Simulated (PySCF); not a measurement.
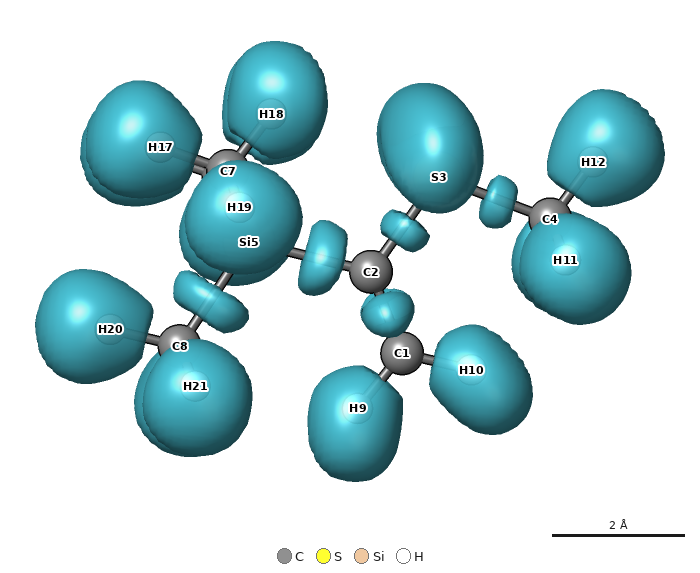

Figure 1: C$_{6}$H$_{14}$SSi. Isosurface of the ELF at 0.8 (cyan), seen across its widest extent. Core shells and regions of very low density are left out.

Geometry: GFN2-xTB.

These are results of PBE0/pcSseg-1, SCF density, gas phase, non-relativistic (PySCF 2.14.0), not measurements.

```yaml
atoms:
  - { symbol: C, position_ang: [1.3961, 0.3926, -1.4200] }
  - { symbol: C, position_ang: [0.8220, 0.0576, -0.2715] }
  - { symbol: S, position_ang: [1.7242, -0.3027, 1.2031] }
  - { symbol: C, position_ang: [3.4666, -0.0539, 0.7495] }
  - { symbol: Si, position_ang: [-1.0601, -0.0639, 0.0091] }
  - { symbol: C, position_ang: [-1.5378, 1.2717, 1.2829] }
  - { symbol: C, position_ang: [-1.4583, -1.8026, 0.6798] }
  - { symbol: C, position_ang: [-1.9782, 0.2358, -1.6326] }
  - { symbol: H, position_ang: [0.7889, 0.6036, -2.2829] }
  - { symbol: H, position_ang: [2.4608, 0.4729, -1.5661] }
  - { symbol: H, position_ang: [3.7520, -0.7614, -0.0238] }
  - { symbol: H, position_ang: [4.0367, -0.2415, 1.6539] }
  - { symbol: H, position_ang: [3.6181, 0.9696, 0.4190] }
  - { symbol: H, position_ang: [-1.3367, 2.2701, 0.9054] }
  - { symbol: H, position_ang: [-0.9699, 1.1462, 2.1995] }
  - { symbol: H, position_ang: [-2.5924, 1.2203, 1.5352] }
  - { symbol: H, position_ang: [-2.5088, -1.8937, 0.9385] }
  - { symbol: H, position_ang: [-0.8760, -2.0118, 1.5717] }
  - { symbol: H, position_ang: [-1.2300, -2.5732, -0.0507] }
  - { symbol: H, position_ang: [-3.0486, 0.1370, -1.4851] }
  - { symbol: H, position_ang: [-1.6860, -0.4778, -2.3959] }
  - { symbol: H, position_ang: [-1.7933, 1.2323, -2.0198] }
```

Q: Describe the localisation domains.

A: The surface consists of one region between bonded C–C atoms (shared pairs), two regions between bonded C–S atoms (shared pairs), four regions between bonded C–Si atoms (shared pairs), 14 regions around hydrogen nuclei and one lobe on S, pointing away from the bonds (lone pairs, which may merge into one lobe). Along the contacts the grid gives the following. C–C (1.33 Å): the ELF peaks at about 0.90 between the atoms; a short, multiple covalent bond. C–S (1.77 Å): the ELF peaks at about 0.90 between the atoms: a shared electron pair.
